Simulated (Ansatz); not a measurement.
# SiAsH (triplet): RPA-PBE over vertical spin and charge gaps, cc-pVDZ

How well do these functionals follow the top wave-function level for SiAsH (triplet) over vertical spin and charge gaps?

The runs use Ansatz 0.2.0, Gaussian basis; cc-pVDZ, all electrons in the functionals, frozen cores in the correlation of double hybrids and RPA.

To be run: RPA-PBE, at charge 0, triplet; charge 0, singlet; charge 0, quintet; charge 1, doublet; charge 1, quartet.

6 further runs of the same task are left out: 6 set aside as unsound or not needed. Runs told in other sessions of the task aren't counted.

## (1) The geometry

The geometry is a PBE0/def2-TZVP stationary point (not a proven minimum). No spin-orbit coupling is included. The filled d shell of As may be among the frozen orbitals whatever the setting's name suggests.

3 atoms, charge 0, spin multiplicity 3.

Atoms are counted from 1 here; the program's logs count them from 0.

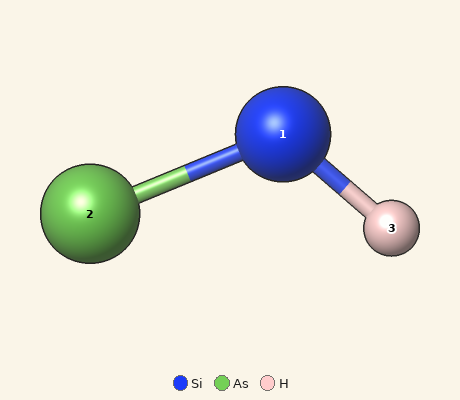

The structure; silicon blue, arsenic green, hydrogen pink; atoms are numbered from 1 in the order of the file.

No dispersion term is added.

The geometry shown and the zero of energy belong to the point charge 0, triplet. The yardstick, UCCSDTQ, and other wave-function levels (R restricted, U unrestricted, valence and pair active spaces) come from earlier runs.

## (2) RPA-PBE, charge 0, triplet

Input file in.yaml:

```yaml
crystal:
  periodic: [false, false, false]
  atoms:
    - {symbol: Si, position_ang: [0.000000, -0.104364, 1.571806]}
    - {symbol: As, position_ang: [0.000000, 0.022917, -0.620554]}
    - {symbol: H, position_ang: [0.000000, 1.204585, 2.329445]}
basis:
  gaussian: {orbitals: cc-pVDZ}
magnetization: {spin_polarized: true, initial_magnetization: 2}
hamiltonian: {xc: {name: PBE}}
correlation: {method: rpa, electrons: outside_noble_gas}
```

Launch:

```
$ ansatz run in.yaml --threads 1 --pin off --events-out ev --progress --plain --max-ram 4096MiB --backend cpu
```

After this run come: RPA-PBE, charge 0, singlet; RPA-PBE, charge 0, quintet; RPA-PBE, charge 1, doublet; RPA-PBE, charge 1, quartet.

Q: Predict the results of all the runs planned. Wanted: triplet to singlet, UCCSDTQ; triplet to quintet, UCCSDTQ; ionisation to the doublet cation, UCCSDTQ; ionisation to the quartet cation, UCCSDTQ; largest miss, RPA-PBE.

As calculated:

```
                                 quantity                                            value
              triplet to singlet, UCCSDTQ                                     -76.6 kJ/mol
              triplet to quintet, UCCSDTQ                                     158.9 kJ/mol
ionisation to the doublet cation, UCCSDTQ                                     753.8 kJ/mol
ionisation to the quartet cation, UCCSDTQ                                     811.5 kJ/mol
                    largest miss, RPA-PBE  +10.6 kJ/mol (ionisation to the quartet cation)
```

**Reading.** RPA-PBE strays by up to 10.6 kJ/mol, at ionisation to the quartet cation. Functionals and the yardstick converge differently with the basis, so part of each miss in cc-pVDZ is the basis.
